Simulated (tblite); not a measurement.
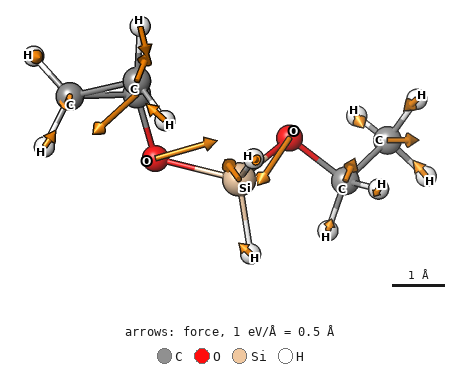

Starting geometry of C5H11O2Si (multiplicity 2) with the computed forces as orange arrows. A ball-and-stick model, seen at a tilt.

These are results of tblite 0.8.0, GFN2-xTB geometry optimisation, gas phase, not measurements. 

> What follows when this structure is relaxed?

It isn't relaxed: the largest force vector, on a C atom, is 3.08 eV/Å. The final displacements have little in common with the starting forces (cosine between the two patterns 0.24). The largest move after the best rigid fit is that of an O atom, 1.20 Å. By element the largest moves are O 1.20 Å, H 1.09 Å, Si 0.54 Å, C 0.51 Å. Near-neighbour distances that change, for instance: O–Si 1.705 → 1.606 Å, O–Si 1.715 → 1.620 Å, C–C 1.533 → 1.472 Å, C–O 1.382 → 1.327 Å. Bond angles that change, for instance: Si–O–C 113.5° → 132.8°, C–O–Si 109.2° → 127.8°, O–C–C 111.9° → 128.0°. Groups turn about O–Si by about 95°, C–O by about 45°, C–O by about 40°. Over 174 geometry steps the energy falls by 29.2 kcal/mol. Cost: 1.1 s on 1 thread of Arm Neoverse V2, on a shared host.
